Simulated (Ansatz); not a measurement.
Ligand exchange: GeH(SH)3 + AlH2(SH) → Ge(SH)4 + AlH3

Species: GeH(SH)3, singlet; AlH2(SH), singlet; Ge(SH)4, singlet; AlH3 `[AlH3]`, singlet. The partners trade H for SH: Ge–H and Al–SH bonds give way to Ge–SH and Al–H.

Shapes, held fixed at every level: PBE0-D4/def2-TZVP. Flexible molecules stand in one conformer, not always the lowest. Programs: Ansatz 0.2.0. Electronic energies: no zero-point or thermal term.

```
               level                    kind  ΔE (kJ/mol)  less CCSD(T)/def2-TZVPP
       HF/def2-TZVPP            Hartree–Fock        +76.6                     +7.6
r2SCAN-D4/def2-TZVPP                meta-GGA        +72.7                     +3.7
 B3LYP-D4/def2-TZVPP           global hybrid        +64.2                     -4.8
  PBE0-D4/def2-TZVPP           global hybrid        +68.6                     -0.4
  wB97M-V/def2-TZVPP  range-separated hybrid        +69.6                     +0.6
   B2PLYP/def2-TZVPP           double hybrid        +71.7                     +2.7
      MP2/def2-TZVPP     perturbation theory        +64.8                     -4.2
  CCSD(T)/def2-TZVPP   coupled cluster or CI        +69.0                      0.0
```

The highest level, CCSD(T)/def2-TZVPP, gives ΔE = +69.0 kJ/mol; the levels span +64.2 to +76.6. The column of differences is taken from that level and isn't an error. No measured value is set beside it here. Relativity is left out for Ge. Outer-core shells of Ge are correlated in most correlated rows, in sets that cover them unevenly.

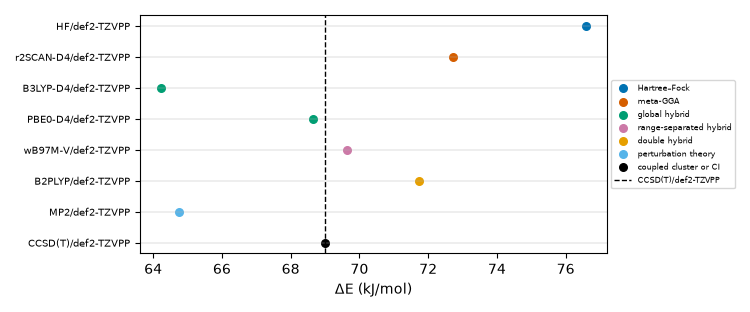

The values of the table, level by level.
